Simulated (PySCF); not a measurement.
**C6H11FN2Si: density, localisation and related maps**

Input file:

```
{"job": {"kind": "nmr", "xc": "PBE0", "basis": "pcSseg-1"}, "charge": 0, "multiplicity": 1}
C      4.514949    -0.441337    -0.792454
C      3.193816     0.000901    -0.402304
C      2.092147     0.352409    -0.065416
Si     0.414326     0.972731     0.396709
N     -0.240799    -0.076313     1.597705
C     -1.630008    -0.365146     1.331286
C     -1.785909    -0.369957    -0.195073
C     -3.227051    -0.076218    -0.617457
F     -3.662742     1.122890    -0.113927
N     -0.871552     0.623955    -0.691959
H      5.103485    -0.682025     0.092610
H      4.441765    -1.329194    -1.420227
H      5.022323     0.344922    -1.351183
H      0.431215     2.417190     0.649769
H     -0.023315    -0.003267     2.577108
H     -2.295946     0.397490     1.757400
H     -1.906638    -1.338302     1.750986
H     -1.542343    -1.373384    -0.587168
H     -3.309058    -0.005974    -1.707079
H     -3.907688    -0.845300    -0.236946
H     -0.819896     0.690873    -1.692997
```

Command:

```sh
OMP_NUM_THREADS=1 python probes_run.py task.json out
```

Geometry: GFN2-xTB.

Computed with PBE0/pcSseg-1, SCF density, gas phase, non-relativistic (PySCF 2.14.0).

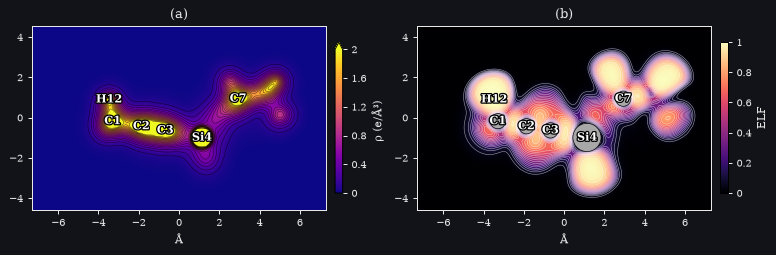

Figure 1. (a) total electron density; (b) ELF on the plane of atoms C2, C1 and H12. Grey discs cover the atomic cores in the ELF map.

**Read the bonding off the picture.**

- The plane passes through C, Si and H nuclei.
- C–C (1.20 Å): ρ at the midpoint is about 2.7 e/Å³; the ELF peaks at about 0.85 between the atoms: a short, multiple covalent bond.
- C–Si (1.85 Å): ρ is about 0.94 e/Å³ halfway; the ELF peaks at about 0.95 between the atoms (a covalent bond).
- C–H (1.09 Å): ρ is about 2 e/Å³ halfway; the ELF climbs to about 1 towards the hydrogen, as it does in any bond to H: a covalent bond by its length.
- The ELF also peaks beside F9, away from the bonds: lone-pair regions.

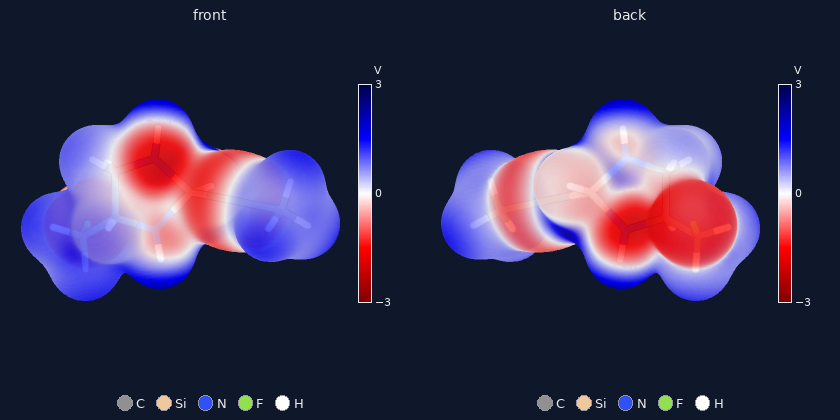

Figure 2. The electrostatic potential painted on the density surface at 0.004 e/bohr³, seen from the front and from behind; red is negative and blue positive.

**Which sites attract a positive test charge, and which a negative one?**

A positive charge is drawn to the negative regions and a negative charge to the positive ones. The most negative region (about −1.8 V) lies over N5 and N10, the most positive (about +2.0 V) over Si4, H15 and H21.

**What dipole moment does the calculation give?**

Its dipole moment is 2.57 D.
